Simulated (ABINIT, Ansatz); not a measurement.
# How the form of the self-energy moves the gap of GaN (P6_3mc)

How much does the gap of GaN (P6_3mc) depend on the approximation to the self-energy?

Program: ABINIT 10.8.3. Level of theory: LDA and many-body steps on it, plane waves. Results are calculated unless marked as measured.

The database entry behind the starting cell differs from later determinations by our own check (about 0.3 % short, ideal inner coordinate), so it need not match the best structure at ambient conditions.

## Step 1: The structure

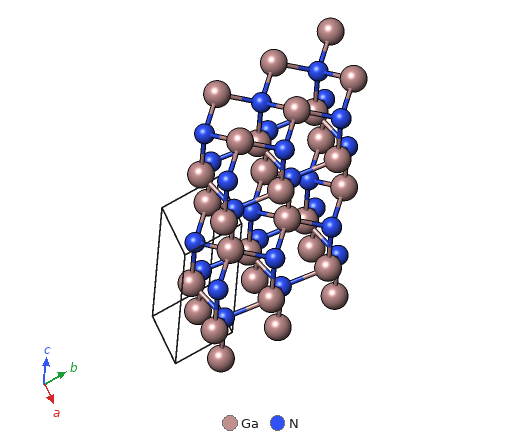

The starting structure, seen from a free direction (gallium pink, nitrogen blue). 2×3×2 cells are drawn. Some periodic images of atoms are drawn too.

The cell and positions come from the Crystallography Open Database and are kept as given unless a step says otherwise.

## Step 2: Empty states on the mesh, 3×3×2 mesh, 161 bands

This step: ABINIT 10.8.3; DFT, LDA, plane waves, norm-conserving pseudopotentials.

The sums over transitions need many empty states on a uniform mesh; this step solves for them.

run.abi reads:

```
acell 3*1.0 Angstrom
rprim 
  3.179999999980 0.000000000005 0.000000000000
  -1.589999999994 2.753960784015 0.000000000000
  0.000000000000 0.000000000000 5.166000000000
ntypat 2
znucl 31 7
natom 4
typat 1 1 2 2
xred 
  0.333333333333 0.666666666667 0.000000000000
  0.666666666667 0.333333333333 0.500000000000
  0.333333333333 0.666666666667 0.375000000000
  0.666666666667 0.333333333333 0.875000000000
pp_dirpath "pseudos"
pseudos "Ga.upf, N.upf"
ecut 36
ngkpt 3 3 2
nshiftk 1
shiftk 0 0 0
kptopt 1
chksymbreak 0
irdden 1
istwfk *1
nband 161
prtvol 0
optdriver 6
gwr_task "HDIAGO"
paral_kgb 0
occopt 1
indata_prefix "in"
outdata_prefix "out"
tmpdata_prefix "tmp"
```

Launch:

```bash
> OMP_NUM_THREADS=1 mpirun -n 4 abinit run.abi > log
```

Log:

```text
.Version 10.8.3 of ABINIT. v10.8.2 released Aug 2026.

 Symmetries : space group P6_3 m c (#186); Bravais hP (primitive hexag.)
[... echo of the input left out ...]
== DATASET  1 ==================================================================
-   mpi_nproc: 4, omp_nthreads: 1 (-1 if OMP is not activated)

--- !DatasetInfo
iteration_state: {dtset: 1, }
dimensions: {natom: 4, nkpt: 6, mband: 161, nsppol: 1, nspinor: 1, nspden: 1, mpw: 3162, }
cutoff_energies: {ecut:  36.0, pawecutdg:  -1.0, }
[...]
Direct band gap semiconductor
 Fundamental gap:     2.009 (eV)
   VBM:     5.109 (eV) at k: [ 0.0000E+00,  0.0000E+00,  0.0000E+00]
   CBM:     7.118 (eV) at k: [ 0.0000E+00,  0.0000E+00,  0.0000E+00]
 Direct gap:         2.009 (eV) at k: [ 0.0000E+00,  0.0000E+00,  0.0000E+00]

== END DATASET(S) ==============================================================
================================================================================

 -outvars: echo values of variables after computation  --------
           etotal      0.0000000000E+00
            nband         161
             nkpt           6
          spgroup         186
 [... the other variables as echoed above ...]

 Calculation completed.
```

It took 42 s on 4 MPI ranks of Arm Neoverse V2, shared host; peak memory 2.4 GiB.

This step gave:

```
gap                                                           : 2.009 eV
k of the valence top                                          : 0, 0, 0
k of the conduction bottom                                    : 0, 0, 0
least direct gap                                              : 2.009 eV
k points computed                                             : 6
lowest point of the top converged band, above the valence top : 109.3194 eV
```

On this mesh the gap is 2.009 eV.

The density comes from a self-consistent run that is not shown.

## Step 3: Screening, 3×3×2 mesh, 73 bands, screening to 141.5 eV

The RPA dielectric matrix is built and inverted for each q.

This step: RPA screening on LDA, plane waves, norm-conserving pseudopotentials.

run.abi: that of step 2 with these lines changed.

```diff
@@ -22,10 +22,11 @@
 chksymbreak 0
-irdden 1
 istwfk *1
-nband 161
-prtvol 0
-optdriver 6
-gwr_task "HDIAGO"
-paral_kgb 0
 occopt 1
+irdwfk 1
+optdriver 3
+nband 73
+ecuteps 5.2
+inclvkb 2
+awtr 1
+symchi 1
 indata_prefix "in"
```

Log:

```text
.Version 10.8.3 of ABINIT. v10.8.2 released Aug 2026.

 Symmetries : space group P6_3 m c (#186); Bravais hP (primitive hexag.)
[... echo of the input left out ...]
== DATASET  1 ==================================================================
-   mpi_nproc: 4, omp_nthreads: 1 (-1 if OMP is not activated)

--- !DatasetInfo
iteration_state: {dtset: 1, }
dimensions: {natom: 4, nkpt: 6, mband: 73, nsppol: 1, nspinor: 1, nspden: 1, mpw: 3162, }
cutoff_energies: {ecut:  36.0, pawecutdg:  -1.0, }
electrons: {nelect:   3.60000000E+01, charge:   0.00000000E+00, occopt:   1.00000000E+00, tsmear:   1.00000000E-02, }

 SCREENING: Calculation of the susceptibility and dielectric matrices

 Based on a program developped by R.W. Godby, V. Olevano, G. Onida, and L. Reining.
 Incorporated in ABINIT by V. Olevano, G.-M. Rignanese, and M. Torrent.
.Using double precision arithmetic ; gwpc =  8

[... cell and pseudopotentials left out ...]
--------------------------------------------------------------------------------

 ==== K-mesh for the wavefunctions ====
 Number of points in the irreducible wedge :     6
[... list of points left out ...]
 Together with 12 symmetry operations and time-reversal symmetry
 yields    18 points in the full Brillouin Zone.

 ==== Q-mesh for the screening function ====
 Number of points in the irreducible wedge :     6
[... list of points left out ...]
 Together with 12 symmetry operations and time-reversal symmetry
 yields    18 points in the full Brillouin Zone.

 setmesh: FFT mesh size selected  =    20x   20x   40
          total number of points  =        16000

 vcoul_init : cutoff-mode = AUXILIARY_FUNCTION
 q-points for optical limit:   1
     1)      0.000010    0.000020    0.000030

- screening: taking advantage of time-reversal symmetry
- Maximum band index for partially occupied states nbvw = 18
- Remaining bands to be divided among processors   nbcw = 55
- Number of bands treated by each node ~13

 Number of electrons calculated from density =   36.0000; Expected =   36.0000
 average of density, n =  0.117914
 r_s =    1.2651
 omega_plasma =   33.1237 [eV]

 calculating chi0 at frequencies [eV] :
  1    0.000000E+00    0.000000E+00
  2    0.000000E+00    3.312371E+01

--------------------------------------------------------------------------------
  q-point number  1        q = ( 0.000000, 0.000000, 0.000000) [r.l.u.]
--------------------------------------------------------------------------------
[... chi0 elements left out ...]
 For q-point:  0.000010 0.000020 0.000030
  dielectric constant =   9.3851
  dielectric constant without local fields =  10.0492

  Average fulfillment of the sum rule on Im[epsilon] for q-point    1 :     45.18  [%]
[... wings left out ...]
  q-point number  2        q = ( 0.333333, 0.000000, 0.000000) [r.l.u.]
--------------------------------------------------------------------------------
[... chi0 elements left out ...]
  Average fulfillment of the sum rule on Im[epsilon] for q-point    2 :     51.39  [%]

 [... 4 further q-points ...]
```

It took 6.6 s on 4 MPI ranks; peak memory 0.52 GiB.

Numbers from this step:

| Property | Result |
| --- | --- |
| ε∞ with local fields, on this mesh, along the program's q direction | 9.385 |
| the same without local fields | 10.05 |
| plasma frequency | 33.12 eV |
| plane waves in the screening matrix | 161 |

Local fields lower ε∞ by 7 %. On a Γ-centred mesh this coarse the value itself is usually too large, while a short band sum pulls it down.

## Step 4: G0W0, Godby-Needs plasmon pole

The self-energy is evaluated for the states that the input lists, and the levels follow from it, in one-shot runs by the linearised quasiparticle equation.

This step: G0W0 on LDA, plane waves, norm-conserving pseudopotentials.

run.abi: that of step 3 with these lines changed.

```diff
@@ -25,8 +25,15 @@
 irdwfk 1
-optdriver 3
+optdriver 4
 nband 73
+gwcalctyp 0
+ecutsigx 36
+symsigma 1
+nkptgw 1
+kptgw 
+  0.0000000000 0.0000000000 0.0000000000
+bdgw 
+  17 20
 ecuteps 5.2
-inclvkb 2
-awtr 1
-symchi 1
+irdscr 1
+ppmodel 1
 indata_prefix "in"
```

Log:

```text
.Version 10.8.3 of ABINIT. v10.8.2 released Aug 2026.

 Symmetries : space group P6_3 m c (#186); Bravais hP (primitive hexag.)
[... echo of the input left out ...]
== DATASET  1 ==================================================================
-   mpi_nproc: 4, omp_nthreads: 1 (-1 if OMP is not activated)

--- !DatasetInfo
iteration_state: {dtset: 1, }
dimensions: {natom: 4, nkpt: 6, mband: 73, nsppol: 1, nspinor: 1, nspden: 1, mpw: 3162, }
cutoff_energies: {ecut:  36.0, pawecutdg:  -1.0, }
electrons: {nelect:   3.60000000E+01, charge:   0.00000000E+00, occopt:   1.00000000E+00, tsmear:   1.00000000E-02, }

 SIGMA: Calculation of the GW corrections

 Based on a program developped by R.W. Godby, V. Olevano, G. Onida, and L. Reining.
 Incorporated in ABINIT by V. Olevano, G.-M. Rignanese, and M. Torrent.
.Using double precision arithmetic ; gwpc =  8

[... cell and pseudopotentials left out ...]
--------------------------------------------------------------------------------

 ==== K-mesh for the wavefunctions ====
 Number of points in the irreducible wedge :     6
[... list of points left out ...]
 Together with 12 symmetry operations and time-reversal symmetry
 yields    18 points in the full Brillouin Zone.

 ==== Q-mesh for screening function ====
 Number of points in the irreducible wedge :     6
[... list of points left out ...]
 Together with 12 symmetry operations and time-reversal symmetry
 yields    18 points in the full Brillouin Zone.

 vcoul_init : cutoff-mode = AUXILIARY_FUNCTION
 q-points for optical limit:   1
     1)      0.000010    0.000020    0.000030
 setmesh: FFT mesh size selected  =    30x   30x   54
          total number of points  =        48600

 Number of electrons calculated from density =   36.0000; Expected =   36.0000
 average of density, n =  0.117914
 r_s =    1.2651
 omega_plasma =   33.1237 [eV]

 === KS Band Gaps ===
  >>>> For spin  1
   Minimum direct gap =   2.0090 [eV], located at k-point      :   0.0000  0.0000  0.0000
   Fundamental gap    =   2.0090 [eV], Top of valence bands at :   0.0000  0.0000  0.0000
                                       Bottom of conduction at :   0.0000  0.0000  0.0000
 SIGMA fundamental parameters:
 PLASMON POLE MODEL  1
 number of plane-waves for SigmaX                 3153
 number of plane-waves for SigmaC and W            161
 number of plane-waves for wavefunctions          3153
 number of bands                                    73
 number of independent spin polarizations            1
 number of spinorial components                      1
 number of k-points in IBZ                           6
 number of q-points in IBZ                           6
 number of symmetry operations                      12
 number of k-points in BZ                           18
 number of q-points in BZ                           18
 number of frequencies for dSigma/dE                 9
 frequency step for dSigma/dE [eV]                0.25
 number of omega for Sigma on real axis              0
 max omega for Sigma on real axis  [eV]           0.00
 zcut for avoiding poles [eV]                     0.10

 EPSILON^-1 parameters (SCR file):
 dimension of the eps^-1 matrix on file            161
 dimension of the eps^-1 matrix used               161
 number of plane-waves for wavefunctions          3153
 number of bands                                    73
 number of q-points in IBZ                           6
 number of frequencies                               2
 number of real frequencies                          1
 number of imag frequencies                          1

 matrix elements of self-energy operator (all in [eV])

 Perturbative Calculation

--- !SelfEnergy_ee
iteration_state: {dtset: 1, }
kpoint     : [   0.000,    0.000,    0.000, ]
spin       : 1
KS_gap     :    2.009
QP_gap     :    2.486
Delta_QP_KS:    0.477
data: !SigmaeeData |
     Band     E0 <VxcDFT>   SigX SigC(E0)      Z dSigC/dE  Sig(E)    E-E0       E
       17   5.109 -18.269 -21.356   3.601   0.796  -0.256 -17.859   0.410   5.519
       18   5.109 -18.269 -21.356   3.601   0.796  -0.256 -17.859   0.410   5.519
       19   7.118 -14.315  -9.563  -3.667   0.817  -0.223 -13.428   0.887   8.005
       20   9.333 -13.895  -8.401  -4.193   0.827  -0.209 -12.820   1.076  10.409

== END DATASET(S) ==============================================================
================================================================================

 -outvars: echo values of variables after computation  --------
           etotal      0.0000000000E+00
            nband          73
             nkpt           6
          spgroup         186
 [... the other variables as echoed above ...]

 Calculation completed.
```

It took 2.5 s on 4 MPI ranks; peak memory 0.12 GiB.

This step gave:

| Property | Result |
| --- | --- |
| G0W0 gap on the points computed | 2.486 eV |
| starting gap on the mesh | 2.009 eV |
| k of the valence top | 0, 0, 0 |
| k of the conduction bottom | 0, 0, 0 |
| Z at the valence top | 0.796 |
| Z at the conduction bottom | 0.817 |
| least direct G0W0 gap on the computed points | 2.486 eV |

The gap on the mesh goes from 2.01 eV to 2.49 eV, a correction of +0.48 eV.

## Step 5: G0W0, Engel-Farid plasmon pole

run.abi: that of step 4 with these lines changed.

```diff
@@ -37,3 +37,3 @@
 irdscr 1
-ppmodel 1
+ppmodel 4
 indata_prefix "in"
```

Log:

```text
.Version 10.8.3 of ABINIT. v10.8.2 released Aug 2026.

 Symmetries : space group P6_3 m c (#186); Bravais hP (primitive hexag.)
[... echo of the input left out ...]
== DATASET  1 ==================================================================
-   mpi_nproc: 4, omp_nthreads: 1 (-1 if OMP is not activated)

--- !DatasetInfo
iteration_state: {dtset: 1, }
dimensions: {natom: 4, nkpt: 6, mband: 73, nsppol: 1, nspinor: 1, nspden: 1, mpw: 3162, }
cutoff_energies: {ecut:  36.0, pawecutdg:  -1.0, }
electrons: {nelect:   3.60000000E+01, charge:   0.00000000E+00, occopt:   1.00000000E+00, tsmear:   1.00000000E-02, }

 SIGMA: Calculation of the GW corrections

 Based on a program developped by R.W. Godby, V. Olevano, G. Onida, and L. Reining.
 Incorporated in ABINIT by V. Olevano, G.-M. Rignanese, and M. Torrent.
.Using double precision arithmetic ; gwpc =  8

[... cell and pseudopotentials left out ...]
--------------------------------------------------------------------------------

 ==== K-mesh for the wavefunctions ====
 Number of points in the irreducible wedge :     6
[... list of points left out ...]
 Together with 12 symmetry operations and time-reversal symmetry
 yields    18 points in the full Brillouin Zone.

 ==== Q-mesh for screening function ====
 Number of points in the irreducible wedge :     6
[... list of points left out ...]
 Together with 12 symmetry operations and time-reversal symmetry
 yields    18 points in the full Brillouin Zone.

 vcoul_init : cutoff-mode = AUXILIARY_FUNCTION
 q-points for optical limit:   1
     1)      0.000010    0.000020    0.000030
 setmesh: FFT mesh size selected  =    30x   30x   54
          total number of points  =        48600

 Number of electrons calculated from density =   36.0000; Expected =   36.0000
[...]
number of k-points in IBZ                           6
 number of q-points in IBZ                           6
 number of symmetry operations                      12
 number of k-points in BZ                           18
 number of q-points in BZ                           18
 number of frequencies for dSigma/dE                 9
 frequency step for dSigma/dE [eV]                0.25
 number of omega for Sigma on real axis              0
 max omega for Sigma on real axis  [eV]           0.00
 zcut for avoiding poles [eV]                     0.10

 EPSILON^-1 parameters (SCR file):
 dimension of the eps^-1 matrix on file            161
 dimension of the eps^-1 matrix used               161
 number of plane-waves for wavefunctions          3153
 number of bands                                    73
 number of q-points in IBZ                           6
 number of frequencies                               2
 number of real frequencies                          1
 number of imag frequencies                          1

 matrix elements of self-energy operator (all in [eV])

 Perturbative Calculation

--- !SelfEnergy_ee
iteration_state: {dtset: 1, }
kpoint     : [   0.000,    0.000,    0.000, ]
spin       : 1
KS_gap     :    2.009
QP_gap     :    2.444
Delta_QP_KS:    0.435
data: !SigmaeeData |
     Band     E0 <VxcDFT>   SigX SigC(E0)      Z dSigC/dE  Sig(E)    E-E0       E
       17   5.109 -18.269 -21.356   3.492   0.814  -0.228 -17.939   0.330   5.439
       18   5.109 -18.269 -21.356   3.492   0.814  -0.228 -17.939   0.330   5.439
       19   7.118 -14.315  -9.563  -3.837   0.837  -0.195 -13.550   0.765   7.883
       20   9.333 -13.895  -8.401  -4.350   0.843  -0.186 -12.930   0.965  10.298

== END DATASET(S) ==============================================================
================================================================================

 -outvars: echo values of variables after computation  --------
           etotal      0.0000000000E+00
            nband          73
             nkpt           6
          spgroup         186
 [... the other variables as echoed above ...]

 Calculation completed.
```

Run time: 2.4 s. Hardware: 4 MPI ranks; peak memory 0.12 GiB; 9.2 s of CPU time.

This step gave:

- G0W0 gap on the points computed: 2.444 eV
- starting gap on the mesh: 2.009 eV
- k of the valence top: 0, 0, 0
- k of the conduction bottom: 0, 0, 0
- Z at the valence top: 0.814
- Z at the conduction bottom: 0.837
- least direct G0W0 gap on the computed points: 2.444 eV

Against G0W0 in ABINIT (3×3×2 mesh, 73 bands, screening to 141.5 eV, Godby-Needs plasmon pole), the gap moves by −0.042 eV.

## Step 6: G0W0, Hybertsen-Louie plasmon pole

run.abi: that of step 5 with these lines changed.

```diff
@@ -37,3 +37,3 @@
 irdscr 1
-ppmodel 4
+ppmodel 2
 indata_prefix "in"
```

Log:

```text
.Version 10.8.3 of ABINIT. v10.8.2 released Aug 2026.

 Symmetries : space group P6_3 m c (#186); Bravais hP (primitive hexag.)
[... echo of the input left out ...]
== DATASET  1 ==================================================================
-   mpi_nproc: 4, omp_nthreads: 1 (-1 if OMP is not activated)

--- !DatasetInfo
iteration_state: {dtset: 1, }
dimensions: {natom: 4, nkpt: 6, mband: 73, nsppol: 1, nspinor: 1, nspden: 1, mpw: 3162, }
cutoff_energies: {ecut:  36.0, pawecutdg:  -1.0, }
[...]
18   5.109 -18.269 -21.356   3.304   0.862  -0.161 -18.082   0.187   5.296
       19   7.118 -14.315  -9.563  -3.933   0.870  -0.149 -13.603   0.712   7.830
       20   9.333 -13.895  -8.401  -4.414   0.872  -0.147 -12.954   0.942  10.275

== END DATASET(S) ==============================================================
================================================================================

 -outvars: echo values of variables after computation  --------
           etotal      0.0000000000E+00
            nband          73
             nkpt           6
          spgroup         186
 [... the other variables as echoed above ...]

 Calculation completed.
```

Wall time 2.5 s (4 MPI ranks); peak memory 0.12 GiB.

This step gave:

| Property | Result |
| --- | --- |
| G0W0 gap on the points computed | 2.534 eV |
| starting gap on the mesh | 2.009 eV |
| k of the valence top | 0, 0, 0 |
| k of the conduction bottom | 0, 0, 0 |
| least direct G0W0 gap on the computed points | 2.534 eV |

Against G0W0 in ABINIT (3×3×2 mesh, 73 bands, screening to 141.5 eV, Godby-Needs plasmon pole), the gap moves by +0.048 eV.

## Step 7: One-shot COHSEX

This step: one-shot COHSEX on LDA, plane waves, norm-conserving pseudopotentials.

run.abi: that of step 6 with these lines changed.

```diff
@@ -27,3 +27,3 @@
 nband 73
-gwcalctyp 0
+gwcalctyp 7
 ecutsigx 36
@@ -37,3 +37,2 @@
 irdscr 1
-ppmodel 2
 indata_prefix "in"
```

Log:

```text
.Version 10.8.3 of ABINIT. v10.8.2 released Aug 2026.

 Symmetries : space group P6_3 m c (#186); Bravais hP (primitive hexag.)
[... echo of the input left out ...]
== DATASET  1 ==================================================================
-   mpi_nproc: 4, omp_nthreads: 1 (-1 if OMP is not activated)

--- !DatasetInfo
iteration_state: {dtset: 1, }
dimensions: {natom: 4, nkpt: 6, mband: 73, nsppol: 1, nspinor: 1, nspden: 1, mpw: 3162, }
cutoff_energies: {ecut:  36.0, pawecutdg:  -1.0, }
[...]
18   5.109 -18.269 -21.356   0.982   1.000   0.000 -20.374  -2.104   3.005
       19   7.118 -14.315  -9.563  -5.292   1.000   0.000 -14.855  -0.540   6.578
       20   9.333 -13.895  -8.401  -5.887   1.000   0.000 -14.289  -0.393   8.940

== END DATASET(S) ==============================================================
================================================================================

 -outvars: echo values of variables after computation  --------
           etotal      0.0000000000E+00
            nband          73
             nkpt           6
          spgroup         186
 [... the other variables as echoed above ...]

 Calculation completed.
```

Elapsed: 2.1 s, on 4 MPI ranks; peak memory 0.12 GiB.

This step gave:

```
quasiparticle gap on the points computed              : 3.573 eV
starting gap on the mesh                              : 2.009 eV
k of the valence top                                  : 0, 0, 0
k of the conduction bottom                            : 0, 0, 0
least direct quasiparticle gap on the computed points : 3.573 eV
```

Against G0W0 in ABINIT (3×3×2 mesh, 73 bands, screening to 141.5 eV, Godby-Needs plasmon pole), the gap moves by +1.087 eV.

[end of part 1 of 2]

[Paths, hosts, dates, memory and timing lines, banners, echoed tables and standing remarks are left out of the program output.]

[Logs are printed without paths, hosts, clocks, repeated set-up lines and the standing remarks that a program may print on its own settings, such as how far it seeks lower states.]

[Runs of the session that timed out or met a known fault of the program may be left out.]

[Hosts, paths, dates, database ids (printed as entryN), source tags and the programs' standing remarks are cut or masked in the printed files.]

[G0W0 gaps are taken among the corrected bands and points alone; a level outside them can change the order at an edge.]

[Where Ansatz stands beside ABINIT at settings called matched, ABINIT's density can come from a denser mesh and the files from another edition; pairs whose starting gaps differed by over 0.03 eV were left out, so agreement reads better than it is.]
